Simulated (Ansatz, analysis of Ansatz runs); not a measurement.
## Rb2MgCl4 (I4/mmm), nudged elastic band: H turning about Cl (q = +1)

How high is the barrier when H changes place in Rb2MgCl4 (I4/mmm)? The case: H turning about Cl, charge +1, in a cell of 56 host atoms with 1 H put in.

Method: plane-wave PAW DFT, PBEsol; nudged elastic band between two relaxed defect structures at fixed charge in a uniform background, in Ansatz 0.2.0.

### Step 1. The structure

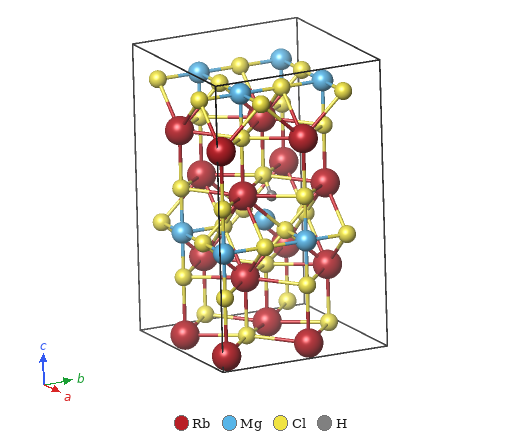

Start, viewed from a free direction; rubidium red, magnesium blue, chlorine yellow, hydrogen grey.

The cell holds 57 atoms: 16 Rb, 8 Mg, 32 Cl and 1 H. Its edges and angles: a = 9.932 Å, b = 9.932 Å, c = 16.039 Å, α = 90.0°, β = 90.0°, γ = 90.0°. It derives from Rb2MgCl4 (space group I4/mmm). Nearest the centre at fractional (0.797, 0.203, 0.597): H57 at 0.65 Å, Cl36 at 1.14 Å, Mg34 at 1.69 Å, Cl13 at 2.59 Å, Cl40 at 2.59 Å, Rb3 at 2.95 Å, Cl41 at 3.36 Å, Cl54 at 3.36 Å. The cell carries charge +1.

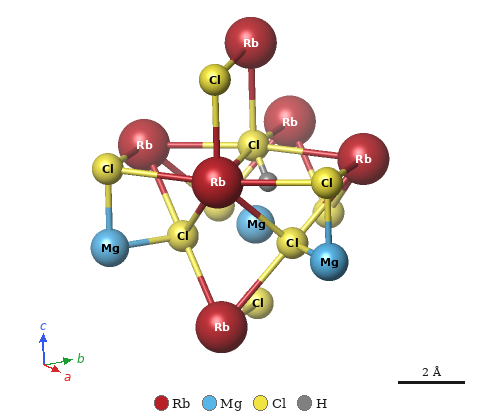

The atoms within 5 Å of the centre.

The cell's shortest repeat is 9.9 Å.

### Step 2. Relaxation of the start point, charge +1

The ends come first: from an unrelaxed start the top is counted from too high an energy, and the barrier comes out too low. Small random displacements break the symmetry of the ideal sites, so that the defect can distort if it gains by it. The charge of +1 is set by the electron count, and a uniform background keeps the cell neutral.

File qp1.start/input.yaml:

```yaml
crystal:
  lattice:
    - [9.93179577, 0.0, 0.0]
    - [0.0, 9.93179577, 0.0]
    - [0.0, 0.0, 16.03920526]
  atoms:
    - { symbol: Rb, position: [0.0, 0.0, 0.35750608] }
    - { symbol: Rb, position: [0.25, 0.25, 0.85750608] }
    - { symbol: Rb, position: [0.0, 0.0, 0.64249392] }
    - { symbol: Rb, position: [0.25, 0.25, 0.14249392] }
    - { symbol: Mg, position: [0.0, 0.0, 0.0] }
    - { symbol: Mg, position: [0.25, 0.25, 0.5] }
    - { symbol: Cl, position: [0.0, 0.0, 0.15533197] }
    - { symbol: Cl, position: [0.25, 0.25, 0.65533197] }
    - { symbol: Cl, position: [0.0, 0.0, 0.84466803] }
    - { symbol: Cl, position: [0.25, 0.25, 0.34466803] }
    - { symbol: Cl, position: [0.0, 0.25, 0.0] }
    - { symbol: Cl, position: [0.25, 0.0, 0.5] }
    - { symbol: Cl, position: [0.0, 0.25, 0.5] }
    - { symbol: Cl, position: [0.25, 0.0, 0.0] }
    - { symbol: Rb, position: [0.0, 0.5, 0.35750608] }
    - { symbol: Rb, position: [0.25, 0.75, 0.85750608] }
    - { symbol: Rb, position: [0.0, 0.5, 0.64249392] }
    - { symbol: Rb, position: [0.25, 0.75, 0.14249392] }
    - { symbol: Mg, position: [0.0, 0.5, 0.0] }
    - { symbol: Mg, position: [0.25, 0.75, 0.5] }
    - { symbol: Cl, position: [0.0, 0.5, 0.15533197] }
    - { symbol: Cl, position: [0.25, 0.75, 0.65533197] }
    - { symbol: Cl, position: [0.0, 0.5, 0.84466803] }
    - { symbol: Cl, position: [0.25, 0.75, 0.34466803] }
    - { symbol: Cl, position: [0.0, 0.75, 0.0] }
    - { symbol: Cl, position: [0.25, 0.5, 0.5] }
    - { symbol: Cl, position: [0.0, 0.75, 0.5] }
    - { symbol: Cl, position: [0.25, 0.5, 0.0] }
    - { symbol: Rb, position: [0.5, 0.0, 0.35750608] }
    - { symbol: Rb, position: [0.75, 0.25, 0.85750608] }
    - { symbol: Rb, position: [0.5, 0.0, 0.64249392] }
    - { symbol: Rb, position: [0.75, 0.25, 0.14249392] }
    - { symbol: Mg, position: [0.5, 0.0, 0.0] }
    - { symbol: Mg, position: [0.75, 0.25, 0.5] }
    - { symbol: Cl, position: [0.5, 0.0, 0.15533197] }
    - { symbol: Cl, position: [0.75, 0.25, 0.65533197] }
    - { symbol: Cl, position: [0.5, 0.0, 0.84466803] }
    - { symbol: Cl, position: [0.75, 0.25, 0.34466803] }
    - { symbol: Cl, position: [0.5, 0.25, 0.0] }
    - { symbol: Cl, position: [0.75, 0.0, 0.5] }
    - { symbol: Cl, position: [0.5, 0.25, 0.5] }
    - { symbol: Cl, position: [0.75, 0.0, 0.0] }
    - { symbol: Rb, position: [0.5, 0.5, 0.35750608] }
    - { symbol: Rb, position: [0.75, 0.75, 0.85750608] }
    - { symbol: Rb, position: [0.5, 0.5, 0.64249392] }
    - { symbol: Rb, position: [0.75, 0.75, 0.14249392] }
    - { symbol: Mg, position: [0.5, 0.5, 0.0] }
    - { symbol: Mg, position: [0.75, 0.75, 0.5] }
    - { symbol: Cl, position: [0.5, 0.5, 0.15533197] }
    - { symbol: Cl, position: [0.75, 0.75, 0.65533197] }
    - { symbol: Cl, position: [0.5, 0.5, 0.84466803] }
    - { symbol: Cl, position: [0.75, 0.75, 0.34466803] }
    - { symbol: Cl, position: [0.5, 0.75, 0.0] }
    - { symbol: Cl, position: [0.75, 0.5, 0.5] }
    - { symbol: Cl, position: [0.5, 0.75, 0.5] }
    - { symbol: Cl, position: [0.75, 0.5, 0.0] }
    - { symbol: H, position: [0.843239, 0.25, 0.597107] }
total_charge: 1
basis:
  ecutwfc: 420
  xc_grid: 2
hamiltonian:
  xc: pbesol
kpoints:
  mp_grid: { grid: [1, 1, 1], shift: [0.25, 0.25, 0.25] }
scf:
  occupations: { method: fixed }
  max_iter: 120
output:
  forces: true
relax:
  f_tol: 0.02
  max_steps: 70
  random_displacement: { amplitude: 0.03, seed: 3124 }
```

Command:

```bash
$ ansatz run input.yaml --threads 32 --pin off --max-ram 84787MiB --backend cuda --events-out ev --progress --plain --runs-dir out --max-vram 78GiB
```

Log:

```text
[...]
Engine: ansatz 0.2.0, aarch64-unknown-linux-gnu
[...]
Pseudopotential: Rb, paw, valence charge 9, recommended cutoff 420 eV (normal), Rb.paw.azcp
Pseudopotential: Mg, paw, valence charge 10, recommended cutoff 420 eV (normal), Mg.paw.azcp
Pseudopotential: Cl, paw, valence charge 7, recommended cutoff 420 eV (normal), Cl.paw.azcp
Pseudopotential: H, paw, valence charge 1, recommended cutoff 420 eV (normal), H.paw.azcp
Functional definition: PBEsol
[...]
Crystal: 57 atoms, lattice volume = 1582.116 Å³
Basis set: ecut = 420 eV, 31017 PW (Γ), exchange–correlation on 144×144×216 points (8 copies of the dense FFT grid, shifted against one another)
Bands: 281, of which v1, the nominal top of the filled ones, is band 224 counted from 1 (223 counted from 0)
[...]
SCF iter   1: F=—  HF=-100840.934924 eV  |F-HF|=—  |Δ(HF+E_count)|=         —  Δρ=3.66e-3  dr2=5.37e-1  ethr=1.77e-3  ⟨swp⟩=5.0  Hψ=821  notcnv=0  defer=54
[...]
SCF iter   2: F=—  HF=-100840.782185 eV  |F-HF|=—  |Δ(HF+E_count)|=   1.53e-1  Δρ=1.71e-3  dr2=1.25e-1  ethr=1.20e-4  ⟨swp⟩=3.0  Hψ=479  notcnv=0  defer=55
[...]
SCF iter   6: F=-100840.727987 eV  HF=-100840.727982 eV  |F-HF|=5.82e-6  |Δ(HF+E_count)|=   4.97e-5  Δρ=1.26e-5  dr2=3.77e-6  ethr=2.23e-9  ⟨swp⟩=5.0  Hψ=926  notcnv=0
SCF 1 converged in 6 iterations: F = -100840.727987 eV  dr2 = 3.77e-6
[...]
relax step   1: F+E_penalty+E_count = -100840.72798735 eV  Δ(F+E_penalty+E_count) = +0.000e0 eV  max|allowed force component| = 3.119e0 eV/Å  Δτ_max = 0.0000 Å  (6 SCF iters, dr2 threshold 1.00e-5 eV, [...]
[...]
SCF iter   1: F=—  HF=-100842.079531 eV  |F-HF|=—  |Δ(HF+E_count)|=         —  Δρ=6.55e-3  dr2=8.64e-1  ethr=1.93e-4  ⟨swp⟩=1.0  Hψ=1044  notcnv=0  defer=55
[...]
SCF 9 converged in 6 iterations: F = -100842.185110 eV  dr2 = 6.69e-9
[...]
SCF converged after 6 iterations
[...]
```

Elapsed: 5.4 s, on 1 × NVIDIA GB200 with 32 threads of Arm Neoverse V2, shared host; peak memory 1.4 GiB; 22 s of CPU time.

Step by step:

| step | energy less that of the first step (eV) | largest force component (eV/Å) |
| --- | --- | --- |
| 1 | 0.0000 | 3.1192 |
| 2 | -1.0848 | 1.2607 |
| 3 | -1.3609 | 0.3442 |
| 4 | -1.4292 | 0.2417 |
| 5 | -1.4307 | 0.2986 |
| 6 | -1.4545 | 0.0818 |
| 7 | -1.4559 | 0.0380 |
| 8 | -1.4562 | 0.0318 |
| 9 | -1.4571 | 0.0112 |

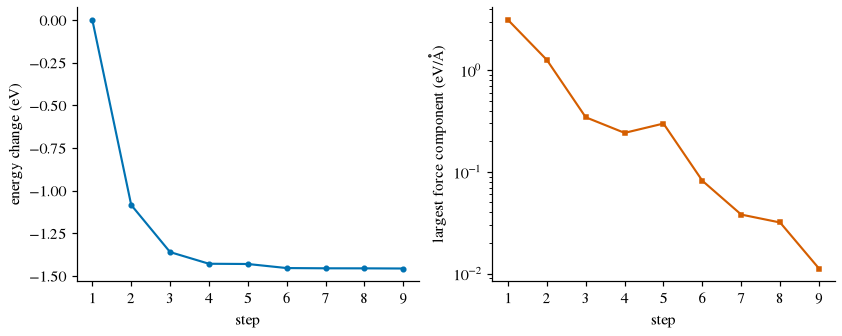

Energy and largest force along the relaxation.

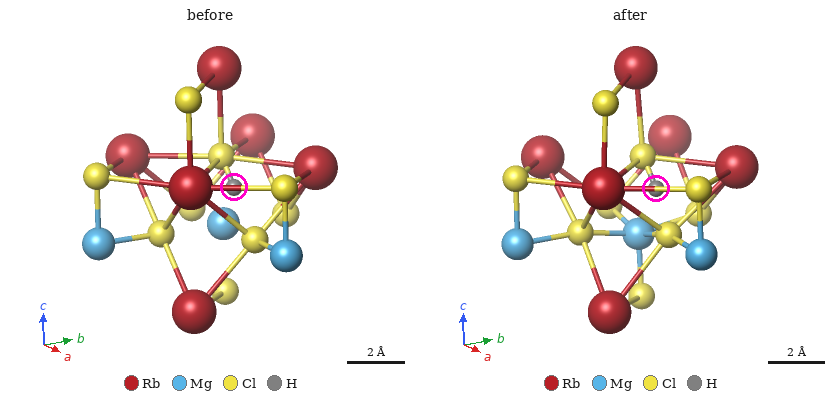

Before and after: the atoms that start within 5 Å of the centre. H57, which moves most, is ringed if it is among them.

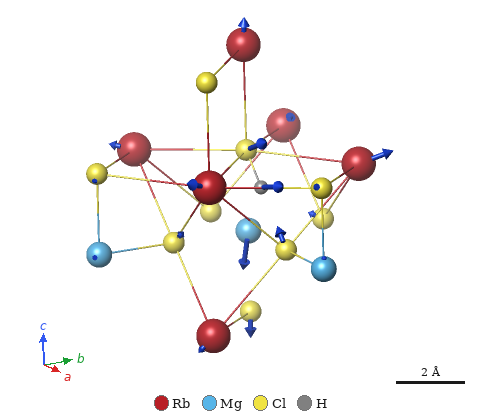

Displacements in the relaxation from the typed sites near the centre, exaggerated, the mean shift taken out; the longest in the cell stands for 0.50 Å.

The atoms that moved most (Å, from the sites as typed, ahead of the random displacement, the mean shift of all atoms taken out):

| atom | dx | dy | dz | length |
| --- | --- | --- | --- | --- |
| H57 | 0.483 | 0.002 | 0.122 | 0.499 |
| Cl36 | 0.404 | 0.005 | 0.170 | 0.438 |
| Mg34 | -0.126 | -0.001 | -0.392 | 0.411 |
| Rb17 | 0.103 | 0.229 | 0.088 | 0.266 |
| Rb3 | 0.098 | -0.229 | 0.088 | 0.264 |
| Cl38 | -0.008 | -0.002 | -0.219 | 0.219 |
| Cl13 | -0.140 | -0.001 | 0.160 | 0.212 |
| Rb30 | 0.016 | 0.001 | 0.177 | 0.178 |

Neighbours of H57 at the end:

| atom | distance (Å) |
| --- | --- |
| Cl36 | 1.406 |
| Cl13 | 1.783 |
| Mg34 | 2.578 |
| Rb17 | 3.035 |
| Rb3 | 3.036 |
| Cl54 | 3.246 |
| Cl40 | 3.247 |
| Cl8 | 3.580 |

Read from the output:

```yaml
free_energy: -100842.1851 eV
r_m_s_move_of_the_farther_half_of_the_atoms: 0.04380 Å
largest_move_from_the_ideal_geometry_of_this_structure_a_common_shift_of_the_far_atoms_taken_out: 0.5037 Å
```

The relaxation gained 1.457 eV and ended with a largest force component of 0.011 eV/Å.

### Step 3. Relaxation of the end point, charge +1

The end point is relaxed in the same cell and settings, so that the two energies compare. Atoms more than 3.2 Å from the middle of the hop start where the first relaxation left them, the nearer ones on or close to their ideal places, with small random displacements.

File qp1.end/input.yaml:

```yaml
crystal:
  lattice:
    - [9.93179577, 0.0, 0.0]
    - [0.0, 9.93179577, 0.0]
    - [0.0, 0.0, 16.03920526]
  atoms:
    - { symbol: Rb, position: [4.199e-05, -0.00688863, 0.3536493] }
    - { symbol: Rb, position: [0.25010995, 0.24992933, 0.85907475] }
    - { symbol: Rb, position: [0.0, 0.0, 0.64249392] }
[... 9 atom lines left out ...]
    - { symbol: Cl, position: [0.0, 0.25, 0.5] }
[... 3 atom lines left out ...]
    - { symbol: Rb, position: [0.01107786, 0.52303338, 0.64819309] }
[... 13 atom lines left out ...]
    - { symbol: Rb, position: [0.49177141, -0.01078654, 0.64433171] }
[... 2 atom lines left out ...]
    - { symbol: Mg, position: [0.75, 0.25, 0.5] }
[... 1 atom line left out ...]
    - { symbol: Cl, position: [0.75, 0.25, 0.65533197] }
[... 1 atom line left out ...]
    - { symbol: Cl, position: [0.74989542, 0.24978363, 0.3312588] }
[... 1 atom line left out ...]
    - { symbol: Cl, position: [0.75, 0.0, 0.5] }
    - { symbol: Cl, position: [0.50171378, 0.2499, 0.50673239] }
[... 3 atom lines left out ...]
    - { symbol: Rb, position: [0.49177979, 0.51053834, 0.64432991] }
[... 8 atom lines left out ...]
    - { symbol: Cl, position: [0.74799241, 0.49241113, 0.50272922] }
[... 2 atom lines left out ...]
    - { symbol: H, position: [0.75, 0.156761, 0.597107] }
total_charge: 1
basis:
  ecutwfc: 420
  xc_grid: 2
hamiltonian:
  xc: pbesol
kpoints:
  mp_grid: { grid: [1, 1, 1], shift: [0.25, 0.25, 0.25] }
scf:
  occupations: { method: fixed }
  max_iter: 120
output:
  forces: true
relax:
  f_tol: 0.02
  max_steps: 70
  random_displacement: { amplitude: 0.01, seed: 3124 }
```

Log:

```text
[... repeated set-up lines and file paths are left out, and long positions are rounded to six places ...]
[...]
Crystal: 57 atoms, lattice volume = 1582.116 Å³
Basis set: ecut = 420 eV, 31017 PW (Γ), exchange–correlation on 144×144×216 points (8 copies of the dense FFT grid, shifted against one another)
[...]
SCF iter   2: F=—  HF=-100840.993823 eV  |F-HF|=—  |Δ(HF+E_count)|=   1.38e-1  Δρ=1.56e-3  dr2=9.80e-2  ethr=9.88e-5  ⟨swp⟩=3.0  Hψ=479  notcnv=0  defer=55
[...]
SCF iter   6: F=-100840.951697 eV  HF=-100840.951692 eV  |F-HF|=4.91e-6  |Δ(HF+E_count)|=   3.67e-5  Δρ=1.20e-5  dr2=3.45e-6  ethr=2.23e-9  ⟨swp⟩=4.0  Hψ=925  notcnv=0
SCF 1 converged in 6 iterations: F = -100840.951697 eV  dr2 = 3.45e-6
[...]
relax step   1: F+E_penalty+E_count = -100840.95169714 eV  Δ(F+E_penalty+E_count) = +0.000e0 eV  max|allowed force component| = 3.102e0 eV/Å  Δτ_max = 0.0000 Å  (6 SCF iters, dr2 threshold 1.00e-5 eV, [...]
[...]
relax step   9: F+E_penalty+E_count = -100842.18543619 eV  Δ(F+E_penalty+E_count) = -4.680e-4 eV  max|allowed force component| = 1.411e-2 eV/Å  Δτ_max = 0.0153 Å  (4 SCF iters, dr2 threshold 4.43e-6 e [...]
[...]
relax step  10: F+E_penalty+E_count = -100842.18543651 eV  Δ(F+E_penalty+E_count) = -3.162e-7 eV  max|allowed force component| = 1.411e-2 eV/Å  Δτ_max = 0.0000 Å  (3 SCF iters, accepted)
[...]
```

Elapsed: 6 s, on 1 × NVIDIA GB200 with 32 threads; peak memory 1.4 GiB.

Relaxation path:

| step | energy less that of the first step (eV) | largest force component (eV/Å) |
| --- | --- | --- |
| 1 | 0.0000 | 3.1021 |
| 2 | -0.8492 | 1.5500 |
| 3 | -1.1542 | 0.2999 |
| 4 | -1.2088 | 0.1672 |
| 5 | -1.2082 | 0.3893 |
| 6 | -1.2296 | 0.0466 |
| 7 | -1.2319 | 0.0600 |
| 8 | -1.2333 | 0.0665 |
| 9 | -1.2337 | 0.0141 |
| 10 | -1.2337 | 0.0141 |

Relaxation step 5 was tried and not accepted.

The atoms that moved most (Å, from the sites as typed, ahead of the random displacement):

| atom | dx | dy | dz | length |
| --- | --- | --- | --- | --- |
| H57 | -0.010 | -0.480 | 0.115 | 0.494 |
| Cl36 | -0.013 | -0.402 | 0.163 | 0.434 |
| Mg34 | -0.007 | 0.131 | -0.392 | 0.413 |
| Rb3 | 0.222 | -0.100 | 0.087 | 0.258 |
| Cl40 | -0.008 | 0.144 | 0.150 | 0.208 |
| Rb31 | -0.158 | 0.004 | 0.059 | 0.169 |
| Rb17 | -0.001 | -0.136 | -0.063 | 0.149 |
| Cl52 | 0.013 | 0.120 | 0.068 | 0.139 |

Neighbours of H57 at the end:

| atom | distance (Å) |
| --- | --- |
| Cl36 | 1.405 |
| Cl40 | 1.786 |
| Mg34 | 2.574 |
| Rb31 | 3.040 |
| Rb3 | 3.041 |
| Cl41 | 3.242 |
| Cl13 | 3.245 |
| Cl50 | 3.565 |

Numbers from this step:

```yaml
free_energy: -100842.1854 eV
r_m_s_move_of_the_farther_half_of_the_atoms: 0.04385 Å
largest_move_from_the_ideal_geometry_of_this_structure_a_common_shift_of_the_far_atoms_taken_out: 0.5009 Å
```

The relaxation gained 1.234 eV and ended with a largest force component of 0.014 eV/Å. The end lies within 1 meV of the start.

(Continued in part 2 of 2.)

[Logs are printed without paths, hosts, clocks, repeated set-up lines and the standing remarks that a program may print on its own settings, such as how far it seeks lower states.]

[Hosts, paths, dates, database ids (printed as entryN), source tags and the programs' standing remarks are cut or masked in the printed files.]
